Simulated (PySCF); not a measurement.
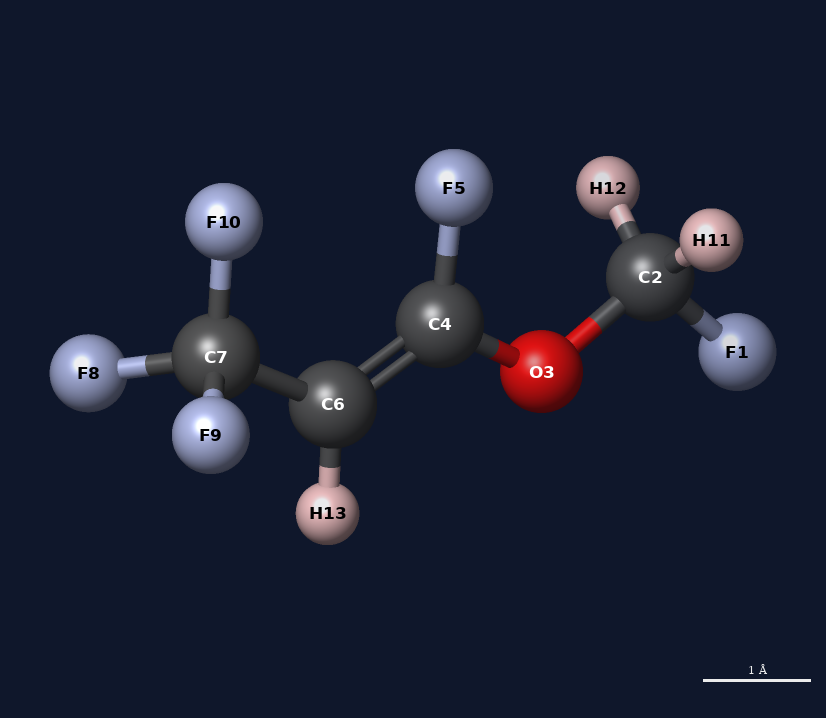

The geometry was computed by an optimisation with GFN2-xTB. No frequency run is at hand to confirm it as a minimum.

Give the bond lengths.

```csv
bond,length (Å),order
F1–C2,1.343,single
C2–O3,1.410,single
C2–H11,1.101,single
C2–H12,1.101,single
O3–C4,1.326,single
C4–F5,1.336,single
C4–C6,1.331,double
C6–C7,1.491,single
C6–H13,1.076,single
C7–F8,1.346,single
C7–F9,1.346,single
C7–F10,1.334,single
```
